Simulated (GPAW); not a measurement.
# A GW chain in GPAW: TiO2 (Rutile)

Wanted: ground state, empty states, screening and self-energy for TiO2 (Rutile).

Main program and level: GPAW 26.7.0; LDA and many-body steps on it, plane waves.

**Experimental background.**

- Gap 3.05 eV: band gap; bulk crystal (literature experimental value) (quoted in “Hydrogen related defects in titanium dioxide at the interface to palladium”, 2021, arxiv:2112.05953).

- Gap 3.28 eV: optical bandgap after anatase to rutile transformation; spectroscopic ellipsometry; film (polycrystalline sol-gel film on Si(100), annealed at high temperature below 800 °C) (“Photocatalytic Performance of Sol-Gel Prepared TiO2 Thin Films Annealed at Various Temperatures”, 2023, pmc:10419699).

- Gap 3.09 ± 0.06 eV: optical gap from Tauc plot assuming indirect allowed transition; UV/vis diffuse reflectance, Kubelka-Munk and Tauc analysis; film (30 nm ALD shell on quartz particles, grown at 200 C, annealed in air at 500 C; rutile-rich with some anatase) on SiO2 (quartz particles) (“Defect-Mediated Crystallization of the Particulate TiO2 Photocatalyst Grown by Atomic Layer Deposition”, 2024, pmc:11726664).

- Gap 3.03 eV: experimental band gap, quoted; bulk crystal (quoted in “Polaron-induced phonon localization and stiffening in rutile TiO2”, 2016, arxiv:1612.05679).

**1. The starting structure**

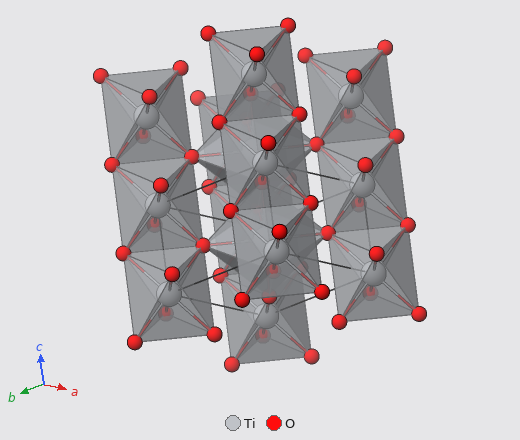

Start, viewed from a free direction; titanium light grey, oxygen red. 1×1×2 cells are drawn. Some periodic images of atoms are drawn too.

Coordinates:

```cif
data_structure
_symmetry_space_group_name_H-M 'P4_2/mnm'
_symmetry_Int_Tables_number 136
_cell_length_a 4.5922
_cell_length_b 4.5922
_cell_length_c 2.9574
_cell_angle_alpha 90.000
_cell_angle_beta 90.000
_cell_angle_gamma 90.000
_cell_volume 62.37
loop_
_atom_site_label
_atom_site_type_symbol
_atom_site_symmetry_multiplicity
_atom_site_Wyckoff_symbol
_atom_site_fract_x
_atom_site_fract_y
_atom_site_fract_z
_atom_site_occupancy
Ti1 Ti 2 a 0.00000 0.00000 0.00000 1
O1 O 4 f 0.30496 0.30496 0.00000 1
```

The cell and positions come from the Crystallography Open Database and are kept as given unless a step says otherwise.

**2. Ground state**

This step: GPAW 26.7.0; DFT, LDA, plane waves, PAW.

The ground-state density comes first.

File run.py:

```python
import json
import numpy as np
from gpaw.mpi import world
from ase import Atoms
from gpaw import GPAW, PW, FermiDirac

atoms = Atoms(['Ti', 'Ti', 'O', 'O', 'O', 'O'],
    cell=[[4.5922000000, 0.0000000000, 0.0000000000],
      [0.0000000000, 4.5922000000, 0.0000000000],
      [0.0000000000, 0.0000000000, 2.9574000000]],
    scaled_positions=[[0.0000000000, 0.0000000000, 0.0000000000],
      [0.5000000000, 0.5000000000, 0.5000000000],
      [0.3049600000, 0.3049600000, 0.0000000000],
      [0.1950400000, 0.8049600000, 0.5000000000],
      [0.6950400000, 0.6950400000, 0.0000000000],
      [0.8049600000, 0.1950400000, 0.5000000000]],
    pbc=(True, True, True))
calc = GPAW(mode=PW(600),
    xc='LDA',
    kpts={'size': (6, 6, 8), 'gamma': True},
    occupations=FermiDirac(0.001),
    nbands=-9,
    convergence={'density': 1e-6, 'bands': -3},
    maxiter=100,
    txt='gs.txt')
atoms.calc = calc
res = {'energy': atoms.get_potential_energy()}
kpts = calc.get_ibz_k_points()
res['kpts'] = kpts
res['eigenvalues'] = [calc.get_eigenvalues(kpt=k) for k in range(len(kpts))]
res['n_electrons'] = calc.get_number_of_electrons()
calc.write('gs.gpw')

if world.rank == 0:
    with open('result.json', 'w') as f:
        json.dump(res, f, default=lambda x: x.tolist())
```

Launch:

```
$ mpirun -n 4 gpaw python run.py
```

Numbers of over 12 decimals in the logs are rounded to 6 here.

The program printed:

```text
__  _  _
 | _ |_)|_||  |
 |__||  | ||/\| - 26.7.0

Input parameters:
  mode=PW(ecut=600.0),
  convergence={'density': 1e-06, 'bands': -3},
  kpts=MonkhorstPack(size=(6, 6, 8), gamma=True),
  maxiter=100,
  nbands=-9,
  occupations=Occupations(name='fermi-dirac', width=0.001, fixmagmom=False),
  xc=XC(name='LDA')
  [... matrices ...]
Diagonalizing LCAO Hamiltonian
Converting LCAO to pw mode
    .----------.
   /|          |
  / |          |
 *  | O Ti     |
 |  .-----O----.
 | /       O  /
 |/  O       /
 Ti---------*

Atoms  # Å, Bohr magnetons
|   | symbol |        x |        y |        z |    initial magnetic moments |
| 0 |     Ti | 0.000000 | 0.000000 | 0.000000 | ( 0.0000,  0.0000,  0.0000) |
| 1 |     Ti | 2.296100 | 2.296100 | 1.478700 | ( 0.0000,  0.0000,  0.0000) |
| 2 |      O | 1.400437 | 1.400437 | 0.000000 | ( 0.0000,  0.0000,  0.0000) |
| 3 |      O | 0.895663 | 3.696537 | 1.478700 | ( 0.0000,  0.0000,  0.0000) |
| 4 |      O | 3.191763 | 3.191763 | 0.000000 | ( 0.0000,  0.0000,  0.0000) |
| 5 |      O | 3.696537 | 0.895663 | 1.478700 | ( 0.0000,  0.0000,  0.0000) |

Unit cell  # Å
| periodic |        x |        y |        z |  lengths |    angles |
|      yes | 4.592200 | 0.000000 | 0.000000 | 4.592200 | 90.000000 |
|      yes | 0.000000 | 4.592200 | 0.000000 | 4.592200 | 90.000000 |
|      yes | 0.000000 | 0.000000 | 2.957400 | 2.957400 | 90.000000 |

Number of symmetries: 8
Symmetry operations  # r_c * U_cc + t_c -> r_c
|   | kind |            matrix            |
| 0 |  E   |  1, 0, 0,  0, 1, 0,  0, 0, 1 |
| 1 |  σ   |  1, 0, 0,  0, 1, 0,  0, 0,-1 |
| 2 |  σ   |  0, 1, 0,  1, 0, 0,  0, 0, 1 |
| 3 |  C2  |  0, 1, 0,  1, 0, 0,  0, 0,-1 |
| 4 |  σ   |  0,-1, 0, -1, 0, 0,  0, 0, 1 |
| 5 |  C2  |  0,-1, 0, -1, 0, 0,  0, 0,-1 |
| 6 |  C2  | -1, 0, 0,  0,-1, 0,  0, 0, 1 |
| 7 |  i   | -1, 0, 0,  0,-1, 0,  0, 0,-1 |

BZ-sampling:
  Number of BZ points: 288
  Number of IBZ points: 65

  Monkhorst-Pack size: [6, 6, 8]
  Monkhorst-Pack shift: [0.083333, 0.083333, 0.0625]

K-points  # in reciprocal-cell coordinates
|     |                                coordinates |     weight |
|   0 | (  0.00000000,   0.00000000,   0.00000000) | 0.00347222 |
|   1 | (  0.00000000,   0.00000000,   0.12500000) | 0.00694444 |
|   2 | (  0.00000000,   0.00000000,   0.25000000) | 0.00694444 |
|   3 | (  0.00000000,   0.00000000,   0.37500000) | 0.00694444 |
|   4 | (  0.00000000,   0.00000000,   0.50000000) | 0.00347222 |
|   5 | (  0.16666667,  -0.16666667,   0.00000000) | 0.00694444 |
|   6 | (  0.16666667,  -0.16666667,   0.12500000) | 0.01388889 |
|   7 | (  0.16666667,  -0.16666667,   0.25000000) | 0.01388889 |
|   8 | (  0.16666667,  -0.16666667,   0.37500000) | 0.01388889 |
|   9 | (  0.16666667,  -0.16666667,   0.50000000) | 0.00694444 |
| ... |                                            |            |
|  64 | (  0.50000000,   0.50000000,   0.50000000) | 0.00347222 |

Plane wave coefficients: 2102
Cutoff: 600.0 eV

Spin-components: 1 (collinear spins)
Bands:           33
Projectors:      32
Spin-degeneracy: 2
Datatype:        complex128

  Storage: CPU
  Wave functions: 70_802_160 bytes (17_700_540 per core)
  Projectors: 55_783_520 bytes (13_945_880 per core)
  [... matrices ...]
Parallelization:
  kpt:    4
  domain: 1
  band:   1

Density:
  Valence electrons: 48.0
  Components: 1
  Grid points: [27 27 18]
  Charge: 0.0  # |e|

Potential:
  Grid points: [27 27 18]

species:
  Ti:
    name:    Titanium
    Z:       22.0
    valence: 12
    core:    10
    charge:  0.0  # [|e|]
    compensation charges:
      type: gauss
      rc: 0.38  # [Å]
      lmax: 2
    cutoffs:
      filter: 2.23  # [Å]
      core: 1.02  # [Å]
    projectors
    | kind |    occ | energy [eV] | rcut [Å] |
    |   3s |  2.000 |     -62.257 |    1.270 |
    |   4s |  2.000 |      -4.593 |    1.270 |
    |   3p |  6.000 |     -38.791 |    1.058 |
    |   4p |  0.000 |      -1.536 |    1.058 |
    |   3d |  2.000 |      -4.463 |    1.058 |
    |    d |        |      22.748 |    1.058 |

    Using partial waves for Ti as LCAO basis

  O:
    name:    Oxygen
    Z:       8.0
    valence: 6
    core:    2
    charge:  0.0  # [|e|]
    compensation charges:
      type: gauss
      rc: 0.21  # [Å]
      lmax: 2
    cutoffs:
      filter: 1.17  # [Å]
      core: 0.83  # [Å]
    projectors
    | kind |    occ | energy [eV] | rcut [Å] |
    |   2s |  2.000 |     -23.752 |    0.688 |
    |   2p |  4.000 |      -9.195 |    0.598 |
    |    s |        |       3.459 |    0.688 |
    |    p |        |      18.016 |    0.598 |
    |    d |        |       0.000 |    0.619 |

    Using partial waves for O as LCAO basis

Reference energy: -54459.530392  # eV

eigensolver:
  PPCG
  Converge bands: -3
  niter=2

density mixing:
  MSR1-Mixer
  Pratt-step length: 0.05
  Maximum mixing coefficient: 0.75
  Old densities: 10
  SVD Regularization: 0.005
  Good broyden scale: 1.0
  Trust region scale: 1.0
  Backstep threshold: 4.0
  History deletion threshold: 6.0
  Fourier metric: weight=20.0, sigma=0.015

occupation numbers:
  Fermi-Dirac:
    width: 0.0010  # eV

poisson solver:
  ecut: 4800.0  # eV

xc functional:
  name: None

Initialization done in: 3.516 s

convergence criteria:
- Maximum integral of absolute [dens]ity change: 1e-06 electrons / valence electron
- Maximum [total energy] change in last 3 cyles: 0.0005 eV / valence electron
- Maximum integral of absolute [eigenst]ate change: 4e-08 eV^2 / valence electron
maximum number of iterations: 100

SCF iterations
|iter     |     time |      energy | eigst |  dens |
|iter:   1|  |  -66.120949 | +0.37 |       |
|iter:   2|  |  -63.199962 | -0.96 | -0.80 |
|iter:   3|  |  -57.768978 | +0.39 | -0.86 |
|iter:   4|  |  -57.236665 | -0.67 | -1.31 |
|iter:   5|  |  -57.174425 | -1.55 | -1.61 |
|iter:   6|  |  -57.161111 | -2.91 | -2.04 |
|iter:   7|  |  -57.160541c| -3.39 | -2.79 |
|iter:   8|  |  -57.160333c| -4.06 | -3.13 |
|iter:   9|  |  -57.160320c| -5.33 | -3.54 |
|iter:  10|  |  -57.160320c| -6.93 | -4.19 |
|iter:  11|  |  -57.160320c| -7.40c| -4.79 |
|iter:  12|  |  -57.160320c| -7.61c| -5.08 |
|iter:  13|  |  -57.160320c| -8.04c| -5.60 |
|iter:  14|  |  -57.160320c| -8.72c| -6.18c|

Converged in 14 steps
SCF loop duration: 14.609 s (1.044 s/step)
Energy contributions relative to reference atoms: (reference = -54459.530392)
  [... matrices ...]
Energy contributions:
  Kinetic:          50.285261
  Coulomb:         -60.412677
  Zero:              0.866696
  External:          0.000000
  Xc:              -47.899600
  Entropy:          -0.000000
  Spinorbit:         0.000000
  ----------------------------
  Free energy:     -57.160320
  Extrapolated:    -57.160320

dipole moment: (-14.883511, -14.883511, -26.144900)  # |e|*Ang

Fermi level: 5.965
Eigenvalues  # (at kpt = [0.000, 0.000, 0.000])
| band index |      eig [eV] | occ [0-2] |
|          0 |       -50.944 |     2.000 |
|        ... |               |           |
|         16 |         1.439 |     2.000 |
|         17 |         2.698 |     2.000 |
|         18 |         2.698 |     2.000 |
|         19 |         3.289 |     2.000 |
|         20 |         4.585 |     2.000 |
|         21 |         4.837 |     2.000 |
|         22 |         4.837 |     2.000 |
|         23 |         5.283 |     2.000 |
|         24 |         7.106 |     0.000 |
[...]
|         28 |         7.745 |     0.000 |
|         29 |         9.749 |     0.000 |
|         30 |         9.882 |     0.000 |
|         31 |        11.978 |     0.000 |
|         32 |        12.943 |     0.000 |

Gap: 1.823 eV
Transition (v -> c):
  (s=0, k=0, n=23, [0.00, 0.00, 0.00]) -> (s=0, k=0, n=24, [0.00, 0.00, 0.00])
No difference between direct/indirect transitions
# Writing to gs.gpw (mode='')
  [... matrices ...]
```

The job ended after 20 s (4 MPI ranks of AMD EPYC 9R14 (Zen 4), shared host; peak memory 0.84 GiB).

Numbers from this step:

```
total energy               : -57.1603 eV
gap                        : 1.823 eV
k of the valence top       : 0, 0, 0
k of the conduction bottom : 0, 0, 0
least direct gap           : 1.823 eV
```

The gap is direct, at Γ.

**3. Bands along the symmetry lines**

The cheap functional maps the bands first; the places of the edges decide which points the dearer methods must see.

File run.py:

```python
import json
import numpy as np
from gpaw.mpi import world
from gpaw import GPAW

path = [[0.000000, 0.000000, 0.000000],
    [0.000000, 0.062500, 0.000000],
    [0.000000, 0.125000, 0.000000],
    [0.000000, 0.187500, 0.000000],
    [0.000000, 0.250000, 0.000000],
    [0.000000, 0.312500, 0.000000],
    [0.000000, 0.375000, 0.000000],
    [0.000000, 0.437500, 0.000000],
    [0.000000, 0.500000, 0.000000],
    [0.062500, 0.500000, 0.000000],
    [0.125000, 0.500000, 0.000000],
    [0.187500, 0.500000, 0.000000],
    [0.250000, 0.500000, 0.000000],
    [0.312500, 0.500000, 0.000000],
    [0.375000, 0.500000, 0.000000],
    [0.437500, 0.500000, 0.000000],
    [0.500000, 0.500000, 0.000000],
    [0.437500, 0.437500, 0.000000],
    [0.375000, 0.375000, 0.000000],
    [0.312500, 0.312500, 0.000000],
    [0.250000, 0.250000, 0.000000],
    [0.187500, 0.187500, 0.000000],
    [0.125000, 0.125000, 0.000000],
    [0.062500, 0.062500, 0.000000],
    [0.000000, 0.000000, 0.000000],
    [0.000000, 0.000000, 0.062500],
    [0.000000, 0.000000, 0.125000],
    [0.000000, 0.000000, 0.187500],
    [0.000000, 0.000000, 0.250000],
    [0.000000, 0.000000, 0.312500],
    [0.000000, 0.000000, 0.375000],
    [0.000000, 0.000000, 0.437500],
    [0.000000, 0.000000, 0.500000],
    [0.000000, 0.062500, 0.500000],
    [0.000000, 0.125000, 0.500000],
    [0.000000, 0.187500, 0.500000],
    [0.000000, 0.250000, 0.500000],
    [0.000000, 0.312500, 0.500000],
    [0.000000, 0.375000, 0.500000],
    [0.000000, 0.437500, 0.500000],
    [0.000000, 0.500000, 0.500000],
    [0.062500, 0.500000, 0.500000],
    [0.125000, 0.500000, 0.500000],
    [0.187500, 0.500000, 0.500000],
    [0.250000, 0.500000, 0.500000],
    [0.312500, 0.500000, 0.500000],
    [0.375000, 0.500000, 0.500000],
    [0.437500, 0.500000, 0.500000],
    [0.500000, 0.500000, 0.500000],
    [0.437500, 0.437500, 0.500000],
    [0.375000, 0.375000, 0.500000],
    [0.312500, 0.312500, 0.500000],
    [0.250000, 0.250000, 0.500000],
    [0.187500, 0.187500, 0.500000],
    [0.125000, 0.125000, 0.500000],
    [0.062500, 0.062500, 0.500000],
    [0.000000, 0.000000, 0.500000],
    [0.000000, 0.500000, 0.000000],
    [0.000000, 0.500000, 0.062500],
    [0.000000, 0.500000, 0.125000],
    [0.000000, 0.500000, 0.187500],
    [0.000000, 0.500000, 0.250000],
    [0.000000, 0.500000, 0.312500],
    [0.000000, 0.500000, 0.375000],
    [0.000000, 0.500000, 0.437500],
    [0.000000, 0.500000, 0.500000],
    [0.500000, 0.500000, 0.000000],
    [0.500000, 0.500000, 0.062500],
    [0.500000, 0.500000, 0.125000],
    [0.500000, 0.500000, 0.187500],
    [0.500000, 0.500000, 0.250000],
    [0.500000, 0.500000, 0.312500],
    [0.500000, 0.500000, 0.375000],
    [0.500000, 0.500000, 0.437500],
    [0.500000, 0.500000, 0.500000]]
calc = GPAW('gs.gpw').fixed_density(kpts=path,
    symmetry='off',
    nbands=34,
    convergence={'bands': 30},
    txt='bands.txt')
res = {}
kpts = calc.get_ibz_k_points()
res['kpts'] = kpts
res['eigenvalues'] = [calc.get_eigenvalues(kpt=k) for k in range(len(kpts))]
res['n_electrons'] = calc.get_number_of_electrons()

if world.rank == 0:
    with open('result.json', 'w') as f:
        json.dump(res, f, default=lambda x: x.tolist())
```

Launch:

```
$ mpirun -n 4 gpaw python run.py
```

The program printed:

```text
Diagonalizing LCAO Hamiltonian
Converting LCAO to pw mode
convergence criteria:
- Maximum integral of absolute [eigenst]ate change: 4e-08 eV^2 / valence electron
maximum number of iterations: 100

SCF iterations
|iter     |     time |      energy | eigst |  dens |
|iter:   1|  |             | +0.15 |       |
|iter:   2|  |             | -1.84 |       |
|iter:   3|  |             | -3.18 |       |
|iter:   4|  |             | -4.75 |       |
|iter:   5|  |             | -5.81 |       |
|iter:   6|  |             | -7.13 |       |
|iter:   7|  |             | -7.76c|       |
SCF steps: 7
  __  _  _
 | _ |_)|_||  |
 |__||  | ||/\| - 26.7.0

Input parameters:
  mode=PW(ecut=600.0),
  convergence={'bands': 30},
  gpts=array([27, 27, 18]),
  kpts=KPoints(kpts=array([[0.    , 0.    , 0.    ],
         [0.    , 0.0625, 0.    ],
         [0.    , 0.125 , 0.    ],
         [0.    , 0.1875, 0.    ],
         [0.    , 0.25  , 0.    ],
         [0.    , 0.3125, 0.    ],
         [0.    , 0.375 , 0.    ],
[...]
[0.0625, 0.5   , 0.    ],
[...]
[0.1875, 0.5   , 0.    ],
[...]
[0.3125, 0.5   , 0.    ],
[...]
[0.4375, 0.4375, 0.    ],
[...]
[0.3125, 0.3125, 0.    ],
[...]
[0.1875, 0.1875, 0.    ],
[...]
[0.    , 0.    , 0.0625],
[...]
[0.    , 0.    , 0.1875],
[...]
[0.    , 0.    , 0.3125],
[...]
[0.    , 0.3125, 0.5   ],
[...]
[0.    , 0.4375, 0.5   ],
[...]
[0.3125, 0.5   , 0.5   ],
[...]
[0.4375, 0.5   , 0.5   ],
[...]
[0.1875, 0.1875, 0.5   ],
[...]
[0.0625, 0.0625, 0.5   ],
[...]
[0.5   , 0.5   , 0.25  ],
         [0.5   , 0.5   , 0.3125],
         [0.5   , 0.5   , 0.375 ],
         [0.5   , 0.5   , 0.4375],
         [0.5   , 0.5   , 0.5   ]])),
  maxiter=100,
  nbands=34,
  occupations=Occupations(name='fermi-dirac', width=0.001, fixmagmom=False),
  parallel={},
  symmetry=Symmetry(point_group=False, time_reversal=False),
  xc=XC(name='LDA')
  [... matrices ...]
timing:  # [seconds]
  Total: 0.027  # ━━━━━━━━━━━━━━━━━━━━━━━━━━━━━━━━━━━━━━━━━━━━━━━━━━━━━━━━━━━
```

It took 14 s on 4 MPI ranks; peak memory 0.91 GiB; 55 s of CPU time.

Numbers from this step:

- gap: 1.823 eV
- k of the valence top: 0, 0, 0
- k of the conduction bottom: 0, 0, 0
- least direct gap: 1.823 eV

The gap is 1.823 eV, as in the run before at this level.

The electronic bands at the labelled points (eV, zero at the top of the highest filled band):

```csv
point,band 21,band 22,band 23,band 24,band 25,band 26,band 27,band 28
Γ,-0.70,-0.45,-0.45,0.00,1.82,2.11,2.37,2.46
X,-1.66,-1.66,-0.76,-0.76,2.50,2.50,3.00,3.00
M,-1.31,-1.31,-1.06,-1.06,1.87,1.87,2.49,2.49
Γ,-0.70,-0.45,-0.45,0.00,1.82,2.11,2.37,2.46
Z,-2.43,-2.43,-1.44,-1.44,2.95,2.95,3.14,3.14
R,-2.08,-2.08,-1.05,-1.05,1.85,1.85,3.17,3.17
A,-1.30,-1.30,-0.68,-0.68,2.55,2.55,3.19,3.19
Z,-2.43,-2.43,-1.44,-1.44,2.95,2.95,3.14,3.14
jump to X,-1.66,-1.66,-0.76,-0.76,2.50,2.50,3.00,3.00
R,-2.08,-2.08,-1.05,-1.05,1.85,1.85,3.17,3.17
jump to M,-1.31,-1.31,-1.06,-1.06,1.87,1.87,2.49,2.49
A,-1.30,-1.30,-0.68,-0.68,2.55,2.55,3.19,3.19
```

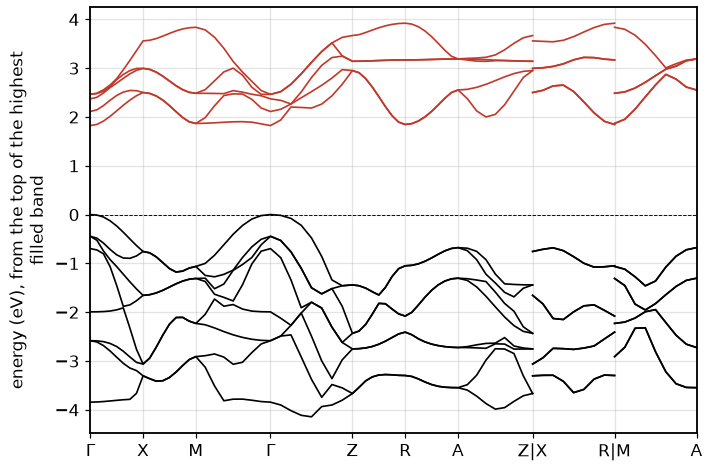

Electronic bands along the path; lines of filled and empty bands in two colours.

**4. Empty states on the mesh, 4×4×6 mesh, 410 bands**

The sums over transitions need many empty states on a uniform mesh; this step solves for them.

File run.py:

```python
import json
import numpy as np
from gpaw.mpi import world
from gpaw import GPAW

calc = GPAW('gs.gpw').fixed_density(kpts={'size': (4, 4, 6), 'gamma': True},
    parallel={'domain': 1, 'band': 1},
    txt='nscf.txt')
calc.diagonalize_full_hamiltonian(nbands=410)
calc.write('full.gpw', mode='all')
res = {}
kpts = calc.get_ibz_k_points()
res['kpts'] = kpts
res['eigenvalues'] = [calc.get_eigenvalues(kpt=k) for k in range(len(kpts))]
res['n_electrons'] = calc.get_number_of_electrons()

if world.rank == 0:
    with open('result.json', 'w') as f:
        json.dump(res, f, default=lambda x: x.tolist())
```

Launch:

```
$ mpirun -n 4 gpaw python run.py
```

The program printed:

```text
Diagonalizing LCAO Hamiltonian
Converting LCAO to pw mode
convergence criteria:
- Maximum integral of absolute [eigenst]ate change: 4e-08 eV^2 / valence electron
maximum number of iterations: 100

SCF iterations
|iter     |     time |      energy | eigst |  dens |
|iter:   1|  |             | +0.17 |       |
|iter:   2|  |             | -1.80 |       |
|iter:   3|  |             | -3.05 |       |
[...]
|iter:   7|  |             | -6.40 |       |
|iter:   8|  |             | -7.14 |       |
|iter:   9|  |             | -7.52c|       |
SCF steps: 9
  __  _  _
 | _ |_)|_||  |
 |__||  | ||/\| - 26.7.0

Input parameters:
  mode=PW(ecut=600.0),
  convergence={'density': 1e-06, 'bands': -3},
  gpts=array([27, 27, 18]),
  kpts=MonkhorstPack(size=(4, 4, 6), gamma=True),
  maxiter=100,
  nbands=33,
  occupations=Occupations(name='fermi-dirac', width=0.001, fixmagmom=False),
  parallel={'domain': 1, 'band': 1},
  xc=XC(name='LDA')
Matrix size: 2092x2092
# Writing to full.gpw (mode='all')
  [... matrices ...]

timing:  # [seconds]
  Total: 33.436  # ━━━━━━━━━━━━━━━━━━━━━━━━━━━━━━━━━━━━━━━━━━━━━━━━━━━━━━━━━━
```

The job ended after 42 s (4 MPI ranks; peak memory 2.5 GiB; 2.8 min of CPU time).

Numbers from this step:

```yaml
gap: 1.823 eV
k_of_the_valence_top: 0, 0, 0
k_of_the_conduction_bottom: 0, 0, 0
least_direct_gap: 1.823 eV
k_points_computed: 28
lowest_point_of_the_top_converged_band_above_the_valence_top: 181.7620 eV
```

On this mesh the gap is 1.823 eV.

(Continued in part 2 of 2.)

[Paths, hosts, dates, memory and timing lines, banners, echoed tables and standing remarks are left out of the program output.]

[Logs are printed without paths, hosts, clocks, repeated set-up lines and the standing remarks that a program may print on its own settings, such as how far it seeks lower states.]

[Runs of the session that timed out or met a known fault of the program may be left out.]

[Hosts, paths, dates, database ids (printed as entryN), source tags and the programs' standing remarks are cut or masked in the printed files.]
